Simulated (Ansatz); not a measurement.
# CH7BSi2 (SMILES CB1[SiH2][SiH2]1) at B3LYP/6-31G(d) (Cartesian functions)

Aim: the energy change on altering one bond length of CH7BSi2 at B3LYP/6-31G* (Cartesian functions), from 2 runs. 

The results are computed with Ansatz 0.2.0.

75 further runs of the same task are left out: 75 set aside as unsound or not needed.

**1. The structure to begin with**

CH7BSi2 has 11 atoms, charge 0, and is taken as a singlet. As SMILES, `CB1[SiH2][SiH2]1`. The shape is that of a PBE0-D4/def2-TZVP optimisation.

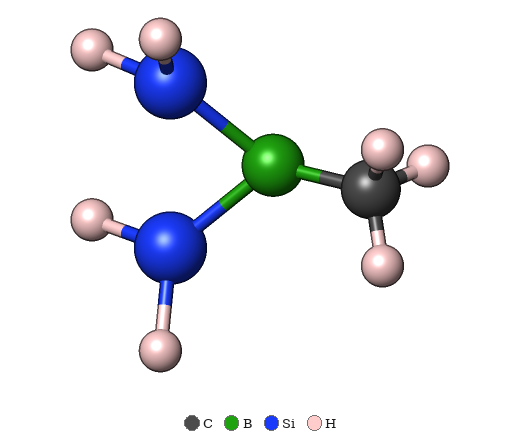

The structure, seen from a chosen angle (carbon dark grey, boron green, silicon blue, hydrogen pink).

**2. The energy at B3LYP/6-31G(d) (Cartesian functions)**

in.yaml

```yaml
crystal:
  periodic: [false, false, false]
  atoms:
    - {symbol: C, position_ang: [-0.263900, 1.793500, 0.099500]}
    - {symbol: B, position_ang: [-0.450600, 0.243000, -0.016600]}
    - {symbol: Si, position_ang: [0.018800, -1.148600, 1.199400]}
    - {symbol: Si, position_ang: [0.210300, -0.982900, -1.318800]}
    - {symbol: H, position_ang: [0.165600, 2.121800, 1.048800]}
    - {symbol: H, position_ang: [-1.271300, 2.229100, 0.051100]}
    - {symbol: H, position_ang: [0.301000, 2.238000, -0.723000]}
    - {symbol: H, position_ang: [-0.479200, -2.541300, 1.107000]}
    - {symbol: H, position_ang: [0.876900, -0.975400, 2.403900]}
    - {symbol: H, position_ang: [1.239000, -0.662800, -2.346600]}
    - {symbol: H, position_ang: [-0.281200, -2.371200, -1.484200]}
basis:
  gaussian:
    orbitals: "6-31G*"
output:
  orbitals: {seedname: orbitals}
accuracy: high
hamiltonian:
  xc: {name: B3LYP}
total_charge: 0
```

Started as:

```sh
$ ansatz run in.yaml --threads 1 --pin off --max-ram 3480MiB --events-out events.jsonl --progress --plain --runs-dir runs
```

The program printed:

```text
Warning: RAYON_NUM_THREADS=1 ignored (pool sized by the plan → 1); use --threads N
Functional definition: B3LYP
  name "B3LYP"
  parameter a0 = 0.2
  parameter ax = 0.72
  parameter ac = 0.81
  exchange = (1 - a0 - ax)*slater_x + ax*b88_x + a0*exact_x
  correlation = (1 - ac)*vwn_rpa_c + ac*lyp_c
1910 factors; integrals over basis functions are off by at most 3.9e-9 eV
mean field evaluation 1: about -17575.1650 eV, gradient 4.5e1 eV
mean field evaluation 2: about -17568.7114 eV, gradient 6.2e1 eV
mean field evaluation 4: about -17580.7138 eV, gradient 4.1e0 eV
mean field evaluation 8: about -17580.9360 eV, gradient 1.9e-1 eV
mean field evaluation 16: about -17580.9361 eV, gradient 9.7e-5 eV
mean field -17580.93614323 eV, -646.0874864770 hartree, gradient 1.1e-8 eV, S^2 0.000000; 0 other end points of the search recorded, 0 dependent functions left out
reference -17580.93618816 eV, -646.0874881282 hartree; 23, 23 occupied and 59, 59 virtual orbitals, 1910 factors
Total energy: -17580.93618816 eV, -646.0874881282 hartree
```

Run time: 9 s. Hardware: 1 thread of Arm Neoverse V1, shared host; peak memory 0.28 GiB.

**3. The distorted shape**

input.yaml

```yaml
crystal:
  periodic: [false, false, false]
  atoms:
    - {symbol: C, position_ang: [-0.950368, 1.654942, -0.864084]}
    - {symbol: B, position_ang: [-1.137068, 0.104442, -0.980184]}
    - {symbol: Si, position_ang: [-0.667668, -1.287158, 0.235816]}
    - {symbol: Si, position_ang: [-0.476168, -1.121458, -2.282384]}
    - {symbol: H, position_ang: [-0.520868, 1.983242, 0.085216]}
    - {symbol: H, position_ang: [-1.957768, 2.090542, -0.912484]}
    - {symbol: H, position_ang: [-0.385468, 2.099442, -1.686584]}
    - {symbol: H, position_ang: [-1.165668, -2.679858, 0.143416]}
    - {symbol: H, position_ang: [0.876900, -0.975400, 2.403900]}
    - {symbol: H, position_ang: [0.552532, -0.801358, -3.310184]}
    - {symbol: H, position_ang: [-0.967668, -2.509758, -2.447784]}
basis:
  gaussian:
    orbitals: "6-31G*"
hamiltonian:
  xc: {name: B3LYP}
accuracy: high
output: {orbitals: {seedname: orbitals}}
```

Started as:

```sh
$ ansatz run input.yaml --threads 1 --pin off --max-ram 3480MiB --events-out events.jsonl --progress --plain --runs-dir runs
```

The program printed:

```text
Warning: RAYON_NUM_THREADS=1 ignored (pool sized by the plan → 1); use --threads N
Functional definition: B3LYP
  name "B3LYP"
  parameter a0 = 0.2
  parameter ax = 0.72
  parameter ac = 0.81
  exchange = (1 - a0 - ax)*slater_x + ax*b88_x + a0*exact_x
  correlation = (1 - ac)*vwn_rpa_c + ac*lyp_c
1913 factors; integrals over basis functions are off by at most 3.8e-9 eV
mean field evaluation 1: about -17572.0759 eV, gradient 4.6e1 eV
mean field evaluation 2: about -17560.5869 eV, gradient 7.0e1 eV
mean field evaluation 4: about -17577.3019 eV, gradient 8.8e0 eV
mean field evaluation 8: about -17577.9011 eV, gradient 1.3e0 eV
mean field evaluation 16: about -17577.9100 eV, gradient 1.6e-4 eV
mean field -17577.91002647 eV, -645.9762787374 hartree, gradient 3.3e-9 eV, S^2 0.000000; 0 other end points of the search recorded, 0 dependent functions left out
reference -17577.91007271 eV, -645.9762804368 hartree; 23, 23 occupied and 59, 59 virtual orbitals, 1913 factors
Total energy: -17577.91007271 eV, -645.9762804368 hartree
```

Run time: 10 s. Hardware: 1 thread of Arm Neoverse V1, shared host; peak memory 0.28 GiB.

**4. Results**

Level: B3LYP/6-31G* (Cartesian functions).

| quantity | value |
| --- | --- |
| first shape: total energy | -646.08749 Eh |
| first shape: HOMO energy | -6.17 eV |
| first shape: LUMO energy | -1.42 eV |
| first shape: HOMO–LUMO gap | 4.75 eV |
| distorted shape: total energy | -645.97628 Eh |
| distorted shape: HOMO energy | -6.38 eV |
| distorted shape: LUMO energy | -3.07 eV |
| distorted shape: HOMO–LUMO gap | 3.31 eV |
| energy change with the Si3–H9 bond stretched from 1.489 to 2.680 Å | 3.026 eV |

**Reading.** One bond (distorted shape) is far stretched, which a spin-restricted single reference describes badly; a broken-symmetry solution may lie lower. With the Si3–H9 bond stretched from 1.489 to 2.680 Å the energy rises by 3.03 eV (70 kcal/mol). The first shape isn't relaxed at this level, so the change isn't measured from a minimum. A restricted reference can't describe the breaking bond well at this length.
